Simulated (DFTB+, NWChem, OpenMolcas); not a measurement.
A ladder of methods for PN (phosphorus nitride)

PN has 2 atoms, charge 0, and is taken as a singlet. SMILES: `N#P`. Geometry: the measured bond length.

| atom | x (Å) | y (Å) | z (Å) |
| --- | --- | --- | --- |
| N | 0.0000 | 0.0000 | 0.0000 |
| P | 0.0000 | 0.0000 | 1.4909 |

Quantity: the dipole moment, in D. The values are calculated.

Measured value to compare with: NIST CCCBDB gives the dipole moment of the gas as 2.75 D.

```csv
level,kind,program,value (D),computed − measured
DFTB1,semi-empirical,DFTB+,5.09,+2.34
HF/aug-cc-pVTZ,Hartree–Fock,OpenMolcas,3.24,+0.49
SVWN5/aug-cc-pVTZ,LDA,NWChem,2.76,+0.01
BLYP/aug-cc-pVTZ,GGA,OpenMolcas,2.74,-0.01
r2SCAN/aug-cc-pVTZ,meta-GGA,NWChem,2.72,-0.03
PBE0/aug-cc-pVTZ,global hybrid,NWChem,2.83,+0.08
CAM-B3LYP/aug-cc-pVTZ,range-separated hybrid,NWChem,2.99,+0.24
```

Nearest: SVWN5/aug-cc-pVTZ (+0.01 D), BLYP/aug-cc-pVTZ (-0.01 D); farthest: DFTB1 (+2.34 D). The measured dipole is a vibrational average, so differences of a few hundredths of a debye mean little. Computed less measured by kind, in D (aug-cc-pVTZ rows): semi-empirical +2.34; Hartree–Fock +0.49; LDA +0.01; GGA -0.01; meta-GGA -0.03; global hybrid +0.08; range-separated hybrid +0.24.

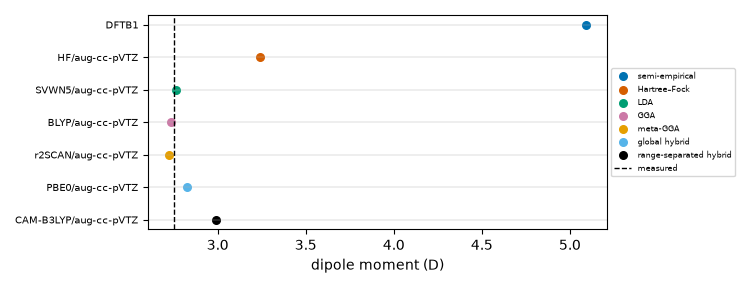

The values of the table, level by level.
